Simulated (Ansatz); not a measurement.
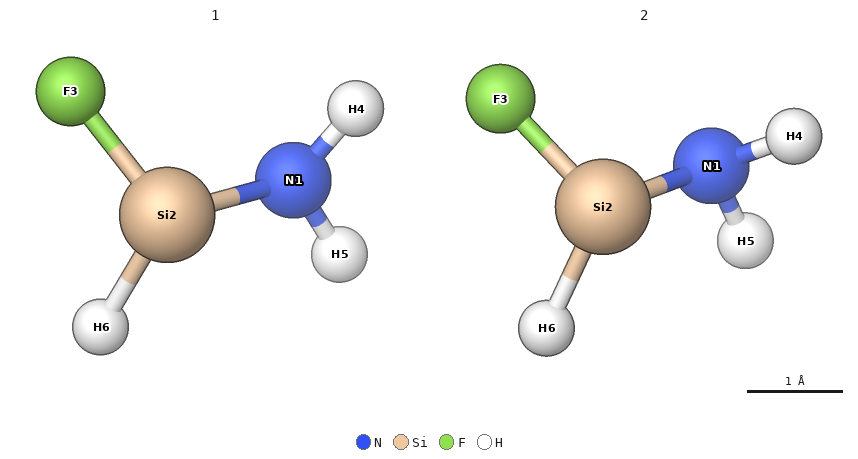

Two geometries of SiNH$_{3}$F (multiplicity 2), drawn at one scale. One is the start of a relaxation, the other its converged end. Style: ball-and-stick. Shown at a tilt.

Computed with UKS PBE/def2-SVP in Ansatz 0.2.0. Set-up: collinear spin; force threshold 0.015 eV/Å; at most 40 steps.

Q: Which geometry has the lower energy?

A: Structure 1 is the relaxed one. The run prepares an end point of a later path (torsion) calculation, from a guessed geometry. After 8 accepted moves (9 points after the start) the energy has fallen by 53.7 kJ/mol. Largest force component: 3.7 eV/Å at the start, 0.01 eV/Å at the end. The line search rejected the trial step at point 6 of the run. The atom that moves furthest after the best rigid fit is H4 (0.41 Å). By element the largest moves are H 0.41 Å, F 0.22 Å, N 0.20 Å, Si 0.11 Å. Some distances before and after: N1–Si2 1.652 → 1.742 Å, Si2–F3 1.578 → 1.650 Å, N1–H4 1.076 → 1.024 Å, Si2–H6 1.487 → 1.519 Å. Among the angles between lasting bonds that change: Si2–N1–H4 106.6° → 120.8°, H4–N1–H5 101.7° → 110.6°, N1–Si2–F3 101.9° → 108.0°. The run took roughly 21 core-seconds on a shared host.
